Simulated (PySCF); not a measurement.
Coordinates of C₇H₁₀OS, SMILES C=C[C@@H]1C=C[S@@](=O)CC1 (Å):

```xyz
19

C      3.1637    -1.5726    -0.6031
C      2.1844    -0.9419     0.0440
C      0.8326    -0.6222    -0.5334
C      0.6249     0.8686    -0.5656
C     -0.4245     1.5343    -0.0775
S     -1.8665     0.8204     0.7191
O     -3.0592     1.4809     0.0925
C     -1.6621    -0.8202    -0.0569
C     -0.2748    -1.3615     0.2263
H      3.0398    -1.9076    -1.6382
H      4.1243    -1.7789    -0.1244
H      2.3404    -0.6170     1.0810
H      0.8306    -0.9658    -1.5855
H      1.4232     1.4459    -1.0468
H     -0.5114     2.6237    -0.1382
H     -2.4577    -1.4473     0.3708
H     -1.8717    -0.6603    -1.1264
H     -0.0780    -1.2952     1.3118
H     -0.2279    -2.4329    -0.0232
```

GIAO shifts, PBE0/pcSseg-1, PySCF 2.14.0, at a PBE0-D3(BJ)/def2-SVP geometry (no frequency check), against TMS for ¹³C and H₂O for ¹⁷O computed at the same level (¹⁷O: a single water molecule, while the usual scale starts at liquid water and gives values some tens of ppm lower). Gas phase, fully decoupled, line heights follow the number of nuclei, widths are arbitrary (no quadrupolar broadening); values of one conformer, averaged over methyl-type rotors and exact or near symmetry; other conformers aren't averaged in.

> Which ¹³C signals does it give?

7 signals.


| δ (ppm) | nuclei | atoms |
| --- | --- | --- |
| 150.0 | 1 | C2 |
| 149.0 | 1 | C5 |
| 140.9 | 1 | C4 |
| 125.2 | 1 | C1 |
| 53.1 | 1 | C8 |
| 45.7 | 1 | C3 |
| 26.6 | 1 | C9 |

The order of signals that lie close, as those under 2 ppm apart, is within the error of the method.

> How many ¹⁷O lines appear, and where?

1 signal.


```
δ (ppm)  nuclei  atoms
   61.6       1     O7
```

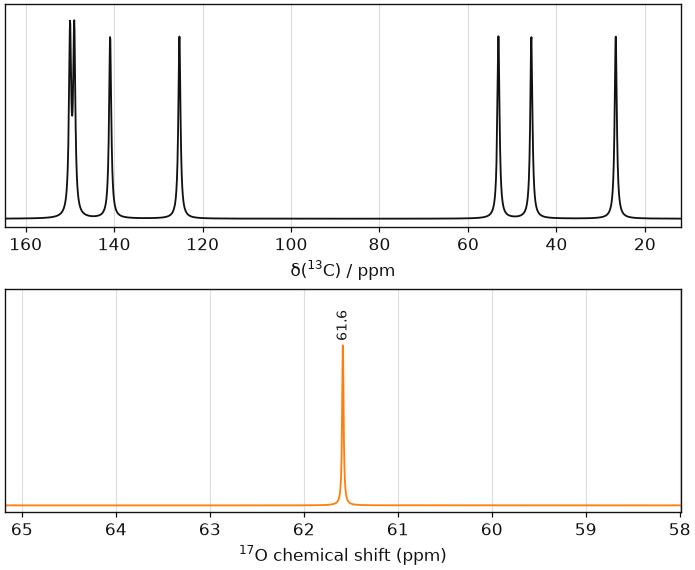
